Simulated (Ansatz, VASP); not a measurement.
**Mg35Mo: VASP beside Ansatz**

Aim: how closely do two programs agree when they are given the same cell, functional and k mesh? The structure shown is the end of the VASP relaxation below.

Program: Ansatz 0.2.0. Level of theory: plane waves, with VASP 6.6.1 beside it; single point at PBEsol. Results are calculated unless marked as measured.

### 1. The structure

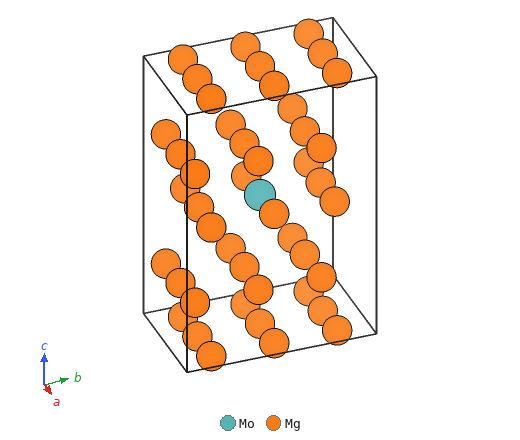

The starting structure, seen from a free direction (molybdenum teal, magnesium orange). Some periodic images of atoms are drawn too.

The cell holds 36 atoms: 1 Mo and 35 Mg. Its edges and angles: a = 9.551 Å, b = 9.551 Å, c = 10.221 Å, α = 90.0°, β = 90.0°, γ = 120.0°. It derives from Mg. Nearest the centre at fractional (0.000, 0.000, 0.000): Mo1 at 0.00 Å, Mg24 at 3.02 Å, Mg23 at 3.02 Å, Mg19 at 3.02 Å, Mg36 at 3.02 Å, Mg35 at 3.02 Å, Mg20 at 3.02 Å, Mg13 at 3.06 Å.

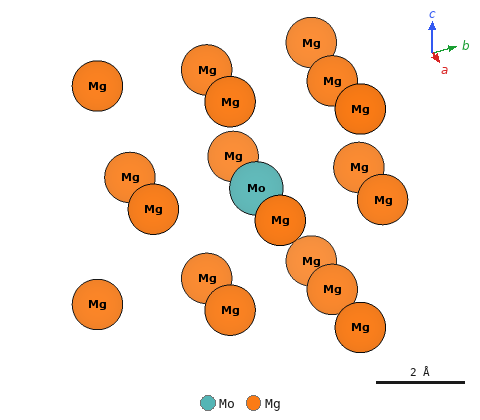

The atoms within 5 Å of the centre.

### 2. VASP: relaxation, PBEsol

This run makes the geometry at which the two programs are then compared.

Lines of VASP's logs that name or quote its potential files are left out, and so is its time.

INCAR

```
SYSTEM = Mg35Mo
PREC = Normal
ENCUT = 300
EDIFF = 1E-05
NELM = 120
ISMEAR = 1
SIGMA = 0.2
LREAL = Auto
ALGO = Fast
GGA = PS
NBANDS = 64
ISPIN = 2
MAGMOM = 0.6 0 0 0 0 0 0 0 0 0 0 0 0 0 0 0 0 0 0.6 0.6 0 0 0.6 0 0 0 0 0 0 0 0 0 0 0 0 0
LASPH = .TRUE.
LMAXMIX = 4
LORBIT = 11
LWAVE = .FALSE.
LCHARG = .TRUE.
KPAR = 4
IBRION = 2
NSW = 50
ISIF = 2
EDIFFG = -0.03
POTIM = 0.4
MAXMIX = 40
ISYM = 2
```

POSCAR

```
Mg35Mo
1.0
    9.5507405628      0.0000000000      0.0000000000
   -4.7753702814      8.2711839522      0.0000000000
    0.0000000000      0.0000000000     10.2209445440
Mo Mg
1 35
Direct
    0.0000000000      0.0000000000      0.0000000000
    0.0000000000      0.0000000000      0.5000000000
    0.0000000000      0.3333333300      0.0000000000
    0.0000000000      0.3333333300      0.5000000000
    0.0000000000      0.6666666700      0.0000000000
    0.0000000000      0.6666666700      0.5000000000
    0.3333333300      0.0000000000      0.0000000000
    0.3333333300      0.0000000000      0.5000000000
    0.3333333300      0.3333333300      0.0000000000
    0.3333333300      0.3333333300      0.5000000000
    0.3333333300      0.6666666700      0.0000000000
    0.3333333300      0.6666666700      0.5000000000
    0.6666666700      0.0000000000      0.0000000000
    0.6666666700      0.0000000000      0.5000000000
    0.6666666700      0.3333333300      0.0000000000
    0.6666666700      0.3333333300      0.5000000000
    0.6666666700      0.6666666700      0.0000000000
    0.6666666700      0.6666666700      0.5000000000
    0.1111111100      0.2222222200      0.2500000000
    0.1111111100      0.2222222200      0.7500000000
    0.1111111100      0.5555555600      0.2500000000
    0.1111111100      0.5555555600      0.7500000000
    0.1111111100      0.8888888900      0.2500000000
    0.1111111100      0.8888888900      0.7500000000
    0.4444444400      0.2222222200      0.2500000000
    0.4444444400      0.2222222200      0.7500000000
    0.4444444400      0.5555555600      0.2500000000
    0.4444444400      0.5555555600      0.7500000000
    0.4444444400      0.8888888900      0.2500000000
    0.4444444400      0.8888888900      0.7500000000
    0.7777777800      0.2222222200      0.2500000000
    0.7777777800      0.2222222200      0.7500000000
    0.7777777800      0.5555555600      0.2500000000
    0.7777777800      0.5555555600      0.7500000000
    0.7777777800      0.8888888900      0.2500000000
    0.7777777800      0.8888888900      0.7500000000
```

KPOINTS

```
Automatic mesh
0
Gamma
4 4 4
0 0 0
```

PAW data sets: Mo and Mg (PBE family, release 64).

On the command line:

```
$ mpirun -np 4 vasp_std
```

Numbers of over 12 decimals in the logs are rounded to 6 here.

The program printed:

```text
[banner, memory and clock lines left out]
running    4 mpi-ranks, on    1 nodes
[...]
|                                                                             |
|               ----> ADVICE to this user running VASP <----                  |
|                                                                             |
|     You enforced a specific xc type in the INCAR file but a different       |
|     [... a line on the potential file left out ...]
|     I HOPE YOU KNOW WHAT YOU ARE DOING!                                     |
|                                                                             |

 LDA part: xc-table for (Slater+PW92), standard interpolation
 POSCAR, INCAR and KPOINTS ok, starting setup
[...]
entering main loop
       N       E                     dE             d eps       ncg     rms          rms(c)
DAV:   1     0.403498251160E+02    0.40350E+02   -0.15881E+04  9224   0.559E+02
DAV:   2    -0.624952578951E+02   -0.10285E+03   -0.94175E+02 10944   0.820E+01
DAV:   3    -0.705347859253E+02   -0.80395E+01   -0.73436E+01 12624   0.170E+01
DAV:   4    -0.708190492841E+02   -0.28426E+00   -0.28082E+00 11040   0.307E+00
[...]
RMM:  24    -0.697986563910E+02    0.69587E-04   -0.11924E-04  8876   0.164E-02    0.336E-02
RMM:  25    -0.697986087005E+02    0.47691E-04   -0.33698E-04  9937   0.227E-02    0.358E-03
RMM:  26    -0.697986099243E+02   -0.12238E-05   -0.10659E-05  6140   0.765E-03
   1 F= -.69798610E+02 E0= -.69786391E+02  d E =-.697986E+02  mag=    -0.0000
[... from here on, the cycles between the ionic steps are left out ...]
   2 F= -.69907444E+02 E0= -.69894733E+02  d E =-.108834E+00  mag=    -0.0179
   4 F= -.70055037E+02 E0= -.70040682E+02  d E =-.256427E+00  mag=     0.1190
   5 F= -.70188634E+02 E0= -.70178336E+02  d E =-.390024E+00  mag=     1.1300
   6 F= -.70188647E+02 E0= -.70178386E+02  d E =-.390037E+00  mag=     1.1217
   7 F= -.70195261E+02 E0= -.70184983E+02  d E =-.661381E-02  mag=     1.1159
   8 F= -.70202086E+02 E0= -.70191598E+02  d E =-.134386E-01  mag=     1.0787
[...]
reached required accuracy - stopping structural energy minimisation
```

OUTCAR, selected parts (step 2):

```text
  Total       -4.0321851     -4.0316941     -4.6200631      0.0004301     -0.0000033      0.0000005
  in kB       -8.0012028     -8.0002285     -9.1677493      0.0008534     -0.0000065      0.0000011
  external PRESSURE =      -8.3897269 kB  Pullay stress =       0.0000000 kB

 POSITION                                       TOTAL-FORCE (eV/Angst)
 -----------------------------------------------------------------------------------
      9.55074      0.00000      0.00000         0.000003     -0.000000      0.000001
     -4.77537      8.27118      5.11047        -0.000005      0.000002     -0.000000
      8.01117      2.65012     10.22094         0.010133     -0.000434     -0.000001
     -1.57471      2.73909      5.11047         0.003705      0.010234      0.000000
      6.30066      5.61282      0.00000         0.004681      0.009008      0.000000
     -3.19059      5.53791      5.11047         0.010723     -0.001897     -0.000001
      3.06486      0.00824     10.22094        -0.005460     -0.008558      0.000002
     -1.61589      8.26537      5.11047         0.007004     -0.008339      0.000001
      1.53957      2.65013     10.22094        -0.010131     -0.000446     -0.000000
      1.57470      2.73909      5.11047        -0.003704      0.010212     -0.000001
     -0.00001      5.51413      0.00000         0.000004     -0.000002     -0.000000
     -0.00000      5.51412      5.11047        -0.000007      0.000003      0.000000
      6.48588      0.00824      0.00000         0.005442     -0.008558      0.000001
      1.61589      8.26537      5.11047        -0.007010     -0.008325     -0.000000
[...]
-----------------------------------------------------------------------------------
    total drift:                               -0.000020      0.000011      0.000001

  FREE ENERGIE OF THE ION-ELECTRON SYSTEM (eV)
  ---------------------------------------------------
  free  energy   TOTEN  =       -70.2020857921 eV

  energy  without entropy=      -70.1706232691  energy(sigma->0) =      -70.19159828

 reached required accuracy - stopping structural energy minimisation

 magnetization (x)
# of ion       s       p       d       tot
------------------------------------------
    1        0.015   0.013   0.788   0.815
    2       -0.001   0.002  -0.000   0.001
    3       -0.002  -0.000   0.000  -0.001
    4       -0.001   0.001  -0.000  -0.000
    5       -0.002  -0.000   0.000  -0.001
    6       -0.001   0.001  -0.000  -0.000
    7       -0.002  -0.000   0.000  -0.001
    8       -0.001   0.001  -0.000  -0.000
    9       -0.002  -0.000   0.000  -0.001
   10       -0.001   0.001  -0.000  -0.000
   11       -0.001   0.000   0.000  -0.001
   12       -0.000   0.001  -0.000   0.001
   13       -0.002  -0.000   0.000  -0.001
[...]
--------------------------------------------------
tot         -0.011   0.041   0.793   0.822

[... 1 further part left out ...]
```

(Part 1 of 2 ends here.)

[Lines on the potential files, build, host, timing and source positions are cut from VASP's logs without a mark.]

[Logs are printed without paths, hosts, clocks, repeated set-up lines and the standing remarks that a program may print on its own settings, such as how far it seeks lower states.]

[Hosts, paths, dates, database ids (printed as entryN), source tags and the programs' standing remarks are cut or masked in the printed files.]
